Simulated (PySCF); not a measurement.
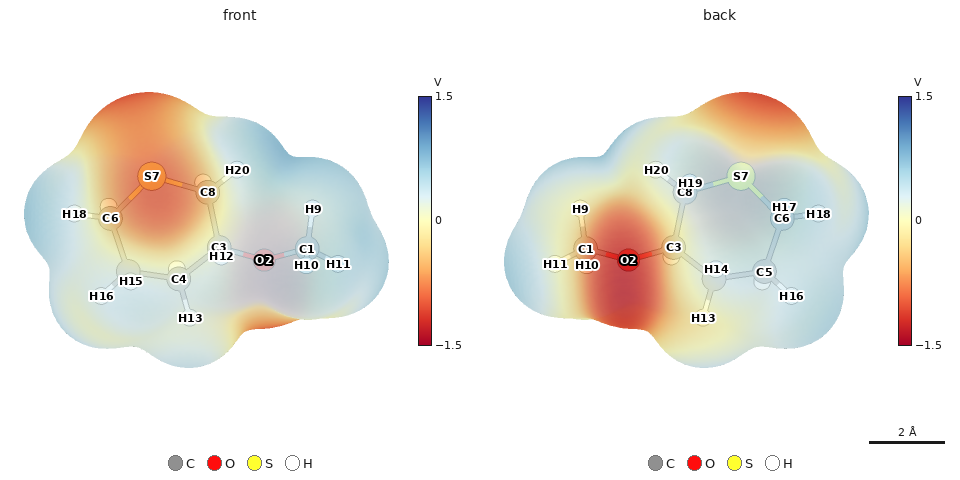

Figure 1: C6H12OS. The electrostatic potential painted on the density surface at 0.001 e/bohr³, seen from the front and from behind; red is negative and blue positive.

Geometry: GFN2-xTB.

The calculation used PBE0/pcSseg-1, SCF density, gas phase, non-relativistic (PySCF 2.14.0).

Input file:

```
{"job": {"xc": "PBE0", "basis": "pcSseg-1", "kind": "nmr", "pop": true}, "charge": 0, "multiplicity": 1}
C     -2.947422    -0.089684    -0.266010
O     -1.714328    -0.186555    -0.931820
C     -0.579846     0.128776    -0.146534
C      0.551620     0.471444    -1.118723
C      1.818079     0.926459    -0.398357
C      2.380127    -0.161853     0.500727
S      1.207539    -0.581511     1.826588
C     -0.184274    -1.039039     0.758930
H     -3.054811    -0.843546     0.521700
H     -3.081110     0.904995     0.176768
H     -3.712623    -0.254575    -1.022090
H     -0.797601     1.005533     0.486601
H      0.198690     1.258696    -1.786209
H      0.758895    -0.410903    -1.727680
H      1.599307     1.810497     0.204906
H      2.574505     1.200398    -1.137998
H      2.588360    -1.074022    -0.060606
H      3.288461     0.166608     1.003311
H      0.097819    -1.908188     0.162398
H     -0.996537    -1.312851     1.430723
```

Command:

```sh
OMP_NUM_THREADS=1 python ens_run.py task.json out
```

Question: Where is the surface potential most negative and most positive?

Answer: The most negative region (about −1.3 V, or −30 kcal/mol for a unit charge) lies over O2, the most positive (about +0.7 V, or +16 kcal/mol for a unit charge) over H9 and H20. O2 is the likeliest acceptor of a hydrogen bond.

Question: What dipole moment does the calculation give?

Answer: Its dipole moment is 0.86 D.
